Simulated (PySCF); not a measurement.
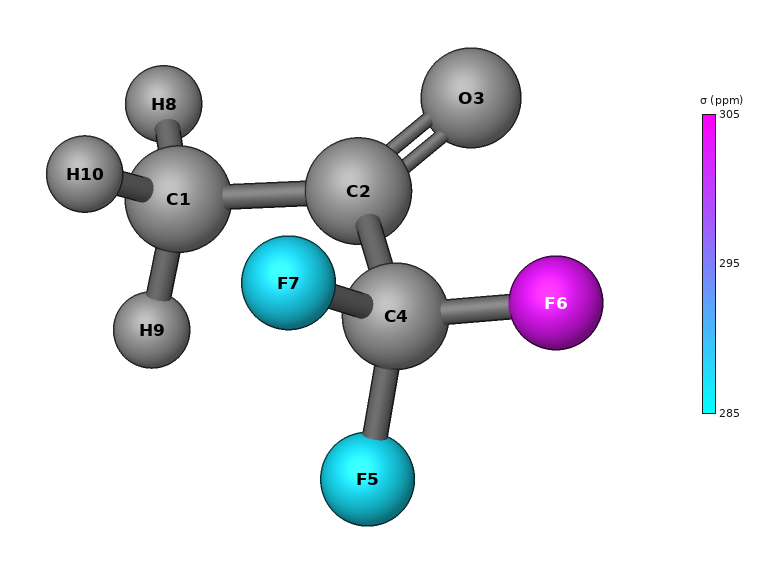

Atoms are coloured by their isotropic NMR shieldings (F only, the others grey). Computed geometry: PBE0-D3(BJ)/def2-SVP optimisation. No frequency run is at hand to confirm it as a minimum. Method: GIAO PBE0/def2-SVP NMR shielding, non-relativistic, gas phase (PySCF 2.14.0).

List the isotropic NMR shieldings of the F atoms.

```tsv
atom	σ (ppm)
F5	287.0
F6	303.2
F7	287.3
```
